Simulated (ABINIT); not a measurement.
# InP (F-43m): G0W0 in ABINIT against the screening cutoff in the self-energy

How does the gap of InP (F-43m) converge in the screening cutoff in the self-energy?

Calculated with ABINIT 10.8.3; PBE and many-body steps on it, plane waves.

The database entry behind the starting cell differs from later determinations by our own check (0.1 to 0.3 % short, probably kX units), so it need not match the best structure at ambient conditions.

## 1. The structure

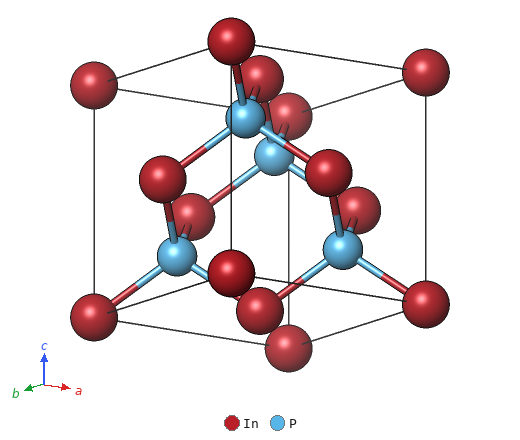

The cell as given, from a free direction (indium red, phosphorus blue). This picture shows the conventional cell, with its axes. Bonds to atoms that aren't drawn are left out. Some periodic images of atoms are drawn too.

The cell and positions come from the Crystallography Open Database and are kept as given unless a step says otherwise.

## 2. Screening, 4×4×4 mesh, 90 bands, screening to 176.9 eV

This step: ABINIT 10.8.3; RPA screening on PBE, plane waves, norm-conserving pseudopotentials.

The RPA dielectric matrix is built and inverted for each q.

File run.abi:

```
acell 3*1.0 Angstrom
rprim 
  -0.000000000000 2.930500000000 2.930500000000
  2.930500000000 -0.000000000000 2.930500000000
  2.930500000000 2.930500000000 -0.000000000000
ntypat 2
znucl 49 15
natom 2
typat 1 2
xred 
  0.000000000000 0.000000000000 0.000000000000
  0.250000000000 0.250000000000 0.250000000000
pp_dirpath "pseudos"
pseudos "In.upf, P.upf"
ecut 31
ngkpt 4 4 4
nshiftk 1
shiftk 0 0 0
kptopt 1
chksymbreak 0
istwfk *1
occopt 1
irdwfk 1
optdriver 3
nband 90
ecuteps 6.5
inclvkb 2
awtr 1
symchi 1
indata_prefix "in"
outdata_prefix "out"
tmpdata_prefix "tmp"
```

Run with:

```sh
$ OMP_NUM_THREADS=1 mpirun -n 4 abinit run.abi > log
```

Output:

```text
.Version 10.8.3 of ABINIT. v10.8.2 released Aug 2026.

 Symmetries : space group F-4 3 m (#216); Bravais cF (face-center cubic)
[... echo of the input left out ...]
== DATASET  1 ==================================================================
-   mpi_nproc: 4, omp_nthreads: 1 (-1 if OMP is not activated)

--- !DatasetInfo
iteration_state: {dtset: 1, }
dimensions: {natom: 2, nkpt: 8, mband: 90, nsppol: 1, nspinor: 1, nspden: 1, mpw: 2826, }
cutoff_energies: {ecut:  31.0, pawecutdg:  -1.0, }
electrons: {nelect:   1.80000000E+01, charge:   0.00000000E+00, occopt:   1.00000000E+00, tsmear:   1.00000000E-02, }

 SCREENING: Calculation of the susceptibility and dielectric matrices

 Based on a program developped by R.W. Godby, V. Olevano, G. Onida, and L. Reining.
 Incorporated in ABINIT by V. Olevano, G.-M. Rignanese, and M. Torrent.
.Using double precision arithmetic ; gwpc =  8

[... cell and pseudopotentials left out ...]
--------------------------------------------------------------------------------

 ==== K-mesh for the wavefunctions ====
 Number of points in the irreducible wedge :     8
[... list of points left out ...]
 Together with 24 symmetry operations and time-reversal symmetry
 yields    64 points in the full Brillouin Zone.

 ==== Q-mesh for the screening function ====
 Number of points in the irreducible wedge :     8
[... list of points left out ...]
 Together with 24 symmetry operations and time-reversal symmetry
 yields    64 points in the full Brillouin Zone.

 setmesh: FFT mesh size selected  =    30x   30x   30
          total number of points  =        27000

 vcoul_init : cutoff-mode = AUXILIARY_FUNCTION
 q-points for optical limit:   1
     1)      0.000010    0.000020    0.000030

- screening: taking advantage of time-reversal symmetry
- Maximum band index for partially occupied states nbvw = 9
- Remaining bands to be divided among processors   nbcw = 81
- Number of bands treated by each node ~20

 Number of electrons calculated from density =   18.0000; Expected =   18.0000
 average of density, n =  0.052993
 r_s =    1.6516
 omega_plasma =   22.2058 [eV]

 calculating chi0 at frequencies [eV] :
  1    0.000000E+00    0.000000E+00
  2    0.000000E+00    2.220578E+01

--------------------------------------------------------------------------------
  q-point number  1        q = ( 0.000000, 0.000000, 0.000000) [r.l.u.]
--------------------------------------------------------------------------------
[... chi0 elements left out ...]
 For q-point:  0.000010 0.000020 0.000030
  dielectric constant =  42.7750
  dielectric constant without local fields =  45.2027

  Average fulfillment of the sum rule on Im[epsilon] for q-point    1 :     78.54  [%]
[... wings left out ...]
  q-point number  2        q = ( 0.250000, 0.000000, 0.000000) [r.l.u.]
--------------------------------------------------------------------------------
[... chi0 elements left out ...]
  Average fulfillment of the sum rule on Im[epsilon] for q-point    2 :    102.82  [%]

 [... 6 further q-points ...]
```

The job ended after 25 s (4 MPI ranks of Arm Neoverse V1, shared host; peak memory 0.74 GiB).

Numbers from this step:

```yaml
eps_infinity_with_local_fields_on_this_mesh_along_the_program_s_q_direction: 42.77
the_same_without_local_fields: 45.20
plasma_frequency: 22.21 eV
plane_waves_in_the_screening_matrix: 283
```

Local fields lower ε∞ by 5 %. On a Γ-centred mesh this coarse the value itself is usually too large, while a short band sum pulls it down.

## 3. 0.7 Ha

This step: G0W0 on PBE, plane waves, norm-conserving pseudopotentials.

run.abi, as its differences from that of step 2:

```diff
@@ -23,8 +23,15 @@
 irdwfk 1
-optdriver 3
+optdriver 4
 nband 90
-ecuteps 6.5
-inclvkb 2
-awtr 1
-symchi 1
+gwcalctyp 0
+ecutsigx 31
+symsigma 1
+nkptgw 1
+kptgw 
+  0.0000000000 0.0000000000 0.0000000000
+bdgw 
+  7 13
+ecuteps 0.7
+irdscr 1
+ppmodel 1
 indata_prefix "in"
```

Output:

```text
.Version 10.8.3 of ABINIT. v10.8.2 released Aug 2026.

 Symmetries : space group F-4 3 m (#216); Bravais cF (face-center cubic)
[... echo of the input left out ...]
== DATASET  1 ==================================================================
-   mpi_nproc: 4, omp_nthreads: 1 (-1 if OMP is not activated)

--- !DatasetInfo
iteration_state: {dtset: 1, }
dimensions: {natom: 2, nkpt: 8, mband: 90, nsppol: 1, nspinor: 1, nspden: 1, mpw: 2826, }
cutoff_energies: {ecut:  31.0, pawecutdg:  -1.0, }
electrons: {nelect:   1.80000000E+01, charge:   0.00000000E+00, occopt:   1.00000000E+00, tsmear:   1.00000000E-02, }

 SIGMA: Calculation of the GW corrections

 Based on a program developped by R.W. Godby, V. Olevano, G. Onida, and L. Reining.
 Incorporated in ABINIT by V. Olevano, G.-M. Rignanese, and M. Torrent.
.Using double precision arithmetic ; gwpc =  8

[... cell and pseudopotentials left out ...]
--------------------------------------------------------------------------------

 ==== K-mesh for the wavefunctions ====
 Number of points in the irreducible wedge :     8
[... list of points left out ...]
 Together with 24 symmetry operations and time-reversal symmetry
 yields    64 points in the full Brillouin Zone.

 ==== Q-mesh for screening function ====
 Number of points in the irreducible wedge :     8
[... list of points left out ...]
 Together with 24 symmetry operations and time-reversal symmetry
 yields    64 points in the full Brillouin Zone.

 vcoul_init : cutoff-mode = AUXILIARY_FUNCTION
 q-points for optical limit:   1
     1)      0.000010    0.000020    0.000030
 setmesh: FFT mesh size selected  =    40x   40x   40
          total number of points  =        64000

 Number of electrons calculated from density =   18.0000; Expected =   18.0000
 average of density, n =  0.052993
 r_s =    1.6516
 omega_plasma =   22.2058 [eV]

 === KS Band Gaps ===
  >>>> For spin  1
   Minimum direct gap =   0.7094 [eV], located at k-point      :   0.0000  0.0000  0.0000
   Fundamental gap    =   0.7094 [eV], Top of valence bands at :   0.0000  0.0000  0.0000
                                       Bottom of conduction at :   0.0000  0.0000  0.0000
 SIGMA fundamental parameters:
 PLASMON POLE MODEL  1
 number of plane-waves for SigmaX                 2741
 number of plane-waves for SigmaC and W             15
 number of plane-waves for wavefunctions          2741
 number of bands                                    90
 number of independent spin polarizations            1
 number of spinorial components                      1
 number of k-points in IBZ                           8
 number of q-points in IBZ                           8
 number of symmetry operations                      24
 number of k-points in BZ                           64
 number of q-points in BZ                           64
 number of frequencies for dSigma/dE                 9
 frequency step for dSigma/dE [eV]                0.25
 number of omega for Sigma on real axis              0
 max omega for Sigma on real axis  [eV]           0.00
 zcut for avoiding poles [eV]                     0.10

 EPSILON^-1 parameters (SCR file):
 dimension of the eps^-1 matrix on file            283
 dimension of the eps^-1 matrix used                15
 number of plane-waves for wavefunctions          2741
 number of bands                                    90
 number of q-points in IBZ                           8
 number of frequencies                               2
 number of real frequencies                          1
 number of imag frequencies                          1

 matrix elements of self-energy operator (all in [eV])

 Perturbative Calculation

--- !SelfEnergy_ee
iteration_state: {dtset: 1, }
kpoint     : [   0.000,    0.000,    0.000, ]
spin       : 1
KS_gap     :    0.709
QP_gap     :    0.825
Delta_QP_KS:    0.115
data: !SigmaeeData |
     Band     E0 <VxcDFT>   SigX SigC(E0)      Z dSigC/dE  Sig(E)    E-E0       E
        7   4.474 -12.528 -14.199   1.951   0.795  -0.259 -12.305   0.223   4.697
        8   4.474 -12.528 -14.199   1.951   0.795  -0.259 -12.305   0.223   4.697
        9   4.474 -12.528 -14.199   1.951   0.795  -0.259 -12.305   0.223   4.697
       10   5.183 -11.291  -7.493  -3.378   0.806  -0.241 -10.953   0.338   5.521
       11   8.562 -10.216  -6.368  -3.611   0.801  -0.248 -10.026   0.190   8.752
       12   8.562 -10.216  -6.368  -3.611   0.801  -0.248 -10.026   0.190   8.752
       13   8.562 -10.216  -6.368  -3.611   0.801  -0.248 -10.026   0.190   8.752

== END DATASET(S) ==============================================================
================================================================================

 -outvars: echo values of variables after computation  --------
           etotal      0.0000000000E+00
            nband          90
             nkpt           8
          spgroup         216
 [... the other variables as echoed above ...]

 Calculation completed.
```

It took 2.9 s on 4 MPI ranks; peak memory 0.14 GiB.

Numbers from this step:

- G0W0 gap on the points computed: 0.8240 eV
- starting gap on the mesh: 0.7094 eV
- k of the valence top: 0, 0, 0
- k of the conduction bottom: 0, 0, 0
- Z at the valence top: 0.795
- Z at the conduction bottom: 0.806
- least direct G0W0 gap on the computed points: 0.8240 eV

## 4. 1.3 Ha

run.abi, as its differences from that of step 3:

```diff
@@ -33,3 +33,3 @@
   7 13
-ecuteps 0.7
+ecuteps 1.3
 irdscr 1
```

Output:

```text
.Version 10.8.3 of ABINIT. v10.8.2 released Aug 2026.

 Symmetries : space group F-4 3 m (#216); Bravais cF (face-center cubic)
[... echo of the input left out ...]
== DATASET  1 ==================================================================
-   mpi_nproc: 4, omp_nthreads: 1 (-1 if OMP is not activated)

--- !DatasetInfo
iteration_state: {dtset: 1, }
dimensions: {natom: 2, nkpt: 8, mband: 90, nsppol: 1, nspinor: 1, nspden: 1, mpw: 2826, }
cutoff_energies: {ecut:  31.0, pawecutdg:  -1.0, }
electrons: {nelect:   1.80000000E+01, charge:   0.00000000E+00, occopt:   1.00000000E+00, tsmear:   1.00000000E-02, }

 SIGMA: Calculation of the GW corrections

 Based on a program developped by R.W. Godby, V. Olevano, G. Onida, and L. Reining.
 Incorporated in ABINIT by V. Olevano, G.-M. Rignanese, and M. Torrent.
.Using double precision arithmetic ; gwpc =  8

[... cell and pseudopotentials left out ...]
--------------------------------------------------------------------------------

 ==== K-mesh for the wavefunctions ====
 Number of points in the irreducible wedge :     8
[... list of points left out ...]
 Together with 24 symmetry operations and time-reversal symmetry
 yields    64 points in the full Brillouin Zone.

 ==== Q-mesh for screening function ====
 Number of points in the irreducible wedge :     8
[... list of points left out ...]
 Together with 24 symmetry operations and time-reversal symmetry
 yields    64 points in the full Brillouin Zone.

 vcoul_init : cutoff-mode = AUXILIARY_FUNCTION
 q-points for optical limit:   1
     1)      0.000010    0.000020    0.000030
 setmesh: FFT mesh size selected  =    40x   40x   40
          total number of points  =        64000

 Number of electrons calculated from density =   18.0000; Expected =   18.0000
[...]
number of q-points in BZ                           64
 number of frequencies for dSigma/dE                 9
 frequency step for dSigma/dE [eV]                0.25
 number of omega for Sigma on real axis              0
 max omega for Sigma on real axis  [eV]           0.00
 zcut for avoiding poles [eV]                     0.10

 EPSILON^-1 parameters (SCR file):
 dimension of the eps^-1 matrix on file            283
 dimension of the eps^-1 matrix used                27
 number of plane-waves for wavefunctions          2741
 number of bands                                    90
 number of q-points in IBZ                           8
 number of frequencies                               2
 number of real frequencies                          1
 number of imag frequencies                          1

 matrix elements of self-energy operator (all in [eV])

 Perturbative Calculation

--- !SelfEnergy_ee
iteration_state: {dtset: 1, }
kpoint     : [   0.000,    0.000,    0.000, ]
spin       : 1
KS_gap     :    0.709
QP_gap     :    0.887
Delta_QP_KS:    0.178
data: !SigmaeeData |
     Band     E0 <VxcDFT>   SigX SigC(E0)      Z dSigC/dE  Sig(E)    E-E0       E
        7   4.474 -12.528 -14.199   1.786   0.787  -0.271 -12.437   0.091   4.565
        8   4.474 -12.528 -14.199   1.786   0.787  -0.271 -12.437   0.091   4.565
        9   4.474 -12.528 -14.199   1.786   0.787  -0.271 -12.437   0.091   4.565
       10   5.183 -11.291  -7.493  -3.461   0.799  -0.252 -11.022   0.269   5.452
       11   8.562 -10.216  -6.368  -3.741   0.796  -0.256 -10.131   0.085   8.647
       12   8.562 -10.216  -6.368  -3.741   0.796  -0.256 -10.131   0.085   8.647
       13   8.562 -10.216  -6.368  -3.741   0.796  -0.256 -10.131   0.085   8.647

== END DATASET(S) ==============================================================
================================================================================

 -outvars: echo values of variables after computation  --------
           etotal      0.0000000000E+00
            nband          90
             nkpt           8
          spgroup         216
 [... the other variables as echoed above ...]

 Calculation completed.
```

Wall time 2.9 s (4 MPI ranks); peak memory 0.14 GiB.

This step gave:

```yaml
g0w0_gap_on_the_points_computed: 0.8870 eV
starting_gap_on_the_mesh: 0.7094 eV
k_of_the_valence_top: 0, 0, 0
k_of_the_conduction_bottom: 0, 0, 0
z_at_the_valence_top: 0.787
z_at_the_conduction_bottom: 0.799
least_direct_g0w0_gap_on_the_computed_points: 0.8870 eV
```

## 5. 2.3 Ha

The self-energy is evaluated for the states that the input lists, and the levels follow from it, in one-shot runs by the linearised quasiparticle equation.

run.abi, as its differences from that of step 4:

```diff
@@ -33,3 +33,3 @@
   7 13
-ecuteps 1.3
+ecuteps 2.3
 irdscr 1
```

Output:

```text
.Version 10.8.3 of ABINIT. v10.8.2 released Aug 2026.

 Symmetries : space group F-4 3 m (#216); Bravais cF (face-center cubic)
[... echo of the input left out ...]
== DATASET  1 ==================================================================
-   mpi_nproc: 4, omp_nthreads: 1 (-1 if OMP is not activated)

--- !DatasetInfo
iteration_state: {dtset: 1, }
dimensions: {natom: 2, nkpt: 8, mband: 90, nsppol: 1, nspinor: 1, nspden: 1, mpw: 2826, }
cutoff_energies: {ecut:  31.0, pawecutdg:  -1.0, }
[...]
11   8.562 -10.216  -6.368  -3.904   0.791  -0.265 -10.260  -0.044   8.518
       12   8.562 -10.216  -6.368  -3.904   0.791  -0.265 -10.260  -0.044   8.518
       13   8.562 -10.216  -6.368  -3.904   0.791  -0.265 -10.260  -0.044   8.518

== END DATASET(S) ==============================================================
================================================================================

 -outvars: echo values of variables after computation  --------
           etotal      0.0000000000E+00
            nband          90
             nkpt           8
          spgroup         216
 [... the other variables as echoed above ...]

 Calculation completed.
```

The job ended after 3 s (4 MPI ranks; peak memory 0.36 GiB).

Numbers from this step:

- G0W0 gap on the points computed: 0.9970 eV
- starting gap on the mesh: 0.7094 eV
- k of the valence top: 0, 0, 0
- k of the conduction bottom: 0, 0, 0
- least direct G0W0 gap on the computed points: 0.9970 eV

The gap on the mesh goes from 0.71 eV to 1.00 eV, a correction of +0.29 eV.

## 6. 3.2 Ha

run.abi, as its differences from that of step 5:

```diff
@@ -33,3 +33,3 @@
   7 13
-ecuteps 2.3
+ecuteps 3.2
 irdscr 1
```

Output:

```text
.Version 10.8.3 of ABINIT. v10.8.2 released Aug 2026.

 Symmetries : space group F-4 3 m (#216); Bravais cF (face-center cubic)
[... echo of the input left out ...]
== DATASET  1 ==================================================================
-   mpi_nproc: 4, omp_nthreads: 1 (-1 if OMP is not activated)

--- !DatasetInfo
iteration_state: {dtset: 1, }
dimensions: {natom: 2, nkpt: 8, mband: 90, nsppol: 1, nspinor: 1, nspden: 1, mpw: 2826, }
cutoff_energies: {ecut:  31.0, pawecutdg:  -1.0, }
[...]
11   8.562 -10.216  -6.368  -3.919   0.790  -0.266 -10.272  -0.056   8.506
       12   8.562 -10.216  -6.368  -3.919   0.790  -0.266 -10.272  -0.056   8.506
       13   8.562 -10.216  -6.368  -3.919   0.790  -0.266 -10.272  -0.056   8.506

== END DATASET(S) ==============================================================
================================================================================

 -outvars: echo values of variables after computation  --------
           etotal      0.0000000000E+00
            nband          90
             nkpt           8
          spgroup         216
 [... the other variables as echoed above ...]

 Calculation completed.
```

Elapsed: 3.3 s, on 4 MPI ranks; peak memory 0.46 GiB; 13 s of CPU time.

Numbers from this step:

| Item | Value |
| --- | --- |
| G0W0 gap on the points computed | 1.008 eV |
| starting gap on the mesh | 0.7094 eV |
| k of the valence top | 0, 0, 0 |
| k of the conduction bottom | 0, 0, 0 |
| least direct G0W0 gap on the computed points | 1.008 eV |

Against the run before, the gap moves by +0.011 eV.

(Continued in part 2 of 2.)

[Paths, hosts, dates, memory and timing lines, banners, echoed tables and standing remarks are left out of the program output.]

[Logs are printed without paths, hosts, clocks, repeated set-up lines and the standing remarks that a program may print on its own settings, such as how far it seeks lower states.]

[Runs of the session that timed out or met a known fault of the program may be left out.]

[Hosts, paths, dates, database ids (printed as entryN), source tags and the programs' standing remarks are cut or masked in the printed files.]

[G0W0 gaps are taken among the corrected bands and points alone; a level outside them can change the order at an edge.]

[Where Ansatz stands beside ABINIT at settings called matched, ABINIT's density can come from a denser mesh and the files from another edition; pairs whose starting gaps differed by over 0.03 eV were left out, so agreement reads better than it is.]
